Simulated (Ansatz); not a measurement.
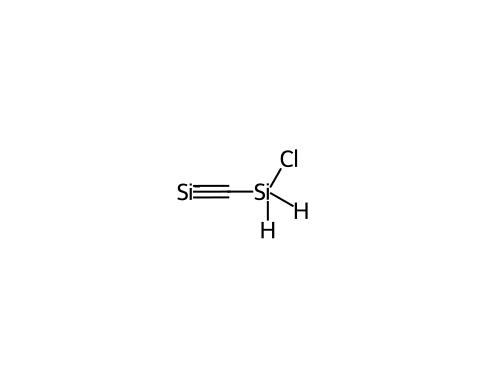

Simulated data, not a measurement (program: Ansatz).

A structural formula. State: charge −1, singlet.

Question: Give its SMILES.

Answer: [Si-]#C[SiH2]Cl

Question: What is the molecular formula?

Answer: CH2ClSi2, charge -1.

Question: An optimisation with PBE0-D4/def2-TZVPD gave a structure of which point group?

Answer: Cs.
